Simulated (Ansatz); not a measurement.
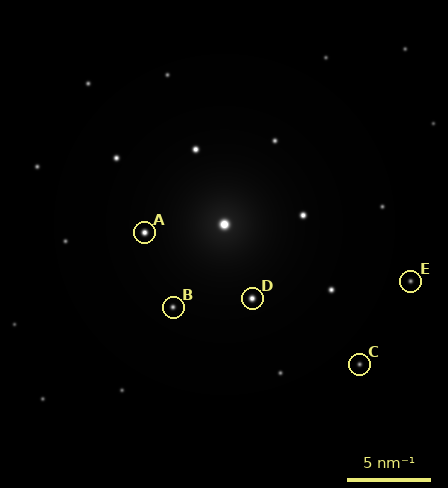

Simulated selected-area electron diffraction pattern (80 kV, kinematic approximation, thin crystal, B = 0.5 Å² for all atoms). The zone axis points towards the electron source and the pattern is seen from the source side.

The sample is Zn, space group P6_3/mmc (No. 194), a = 2.63 Å, c = 5.11 Å (hexagonal axes). Structure: coordinates from a relaxation with DFT PBE, scalar-relativistic, plane waves, PAW in Ansatz 0.2.0.

```json
{"atom": "Zn", "site": "2d", "symmetry": "-6m2", "x": "0.3333", "y": "0.6667", "z": "0.7500"}
```

Spot A is indexed -1 1 1 and spot B -1 0 2.

### Index the other marked spots.

C = −3A + 2B = 1 -3 1 (d = 0.850 Å). D = −A + B = 0 -1 1 (d = 2.082 Å). E = −3A + B = 2 -3 -1 (d = 0.850 Å).

### Give [uvw].

The cross product of A and B is parallel to [211]; every spot obeys hu + kv + lw = 0.
